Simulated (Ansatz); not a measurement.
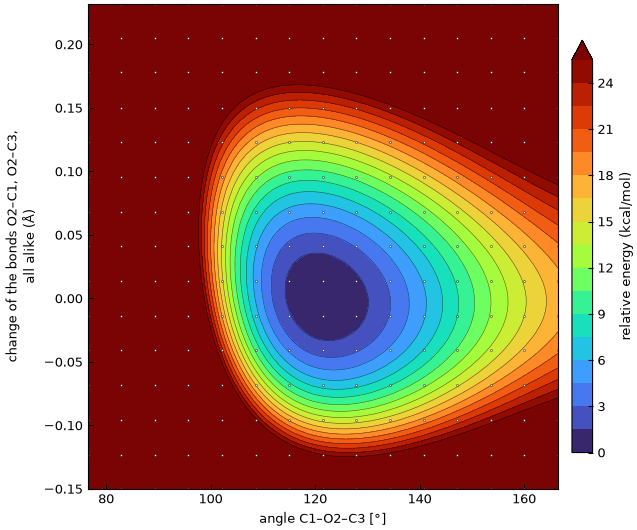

C2H3O2, SMILES [CH2+]OC=O, charge +1. Coordinates scanned: (1) angle C1–O2–C3; (2) change of the bonds O2–C1, O2–C3, all alike. Nothing is relaxed (all other coordinates rigid). The grid has 15 × 15 points. Points are written as (first, second). Energies are in kcal/mol, from the relaxed molecule at the same level. The calculation used RHF/def2-SVP (Ansatz 0.2.0).

In the figure: filled contours, dots at the grid points, one colour for all values above the top of the scale. Between grid points the surface is interpolated.

Estimate the position of the minimum and the force constants in these coordinates.

The interpolated minimum is at angle C1–O2–C3 ≈ 121.5°, the second coordinate ≈ 0.000 Å. The curvatures there are about 6.9 eV/rad² and 111 eV/Å², with a cross term of about 4.2 eV/(rad·Å). Round the minimum the valley is somewhat tilted: raising angle C1–O2–C3 shifts the best value of the second coordinate downwards (coupling k₁₂/√(k₁₁k₂₂) about 0.2). (1 eV is 23.1 kcal/mol.)
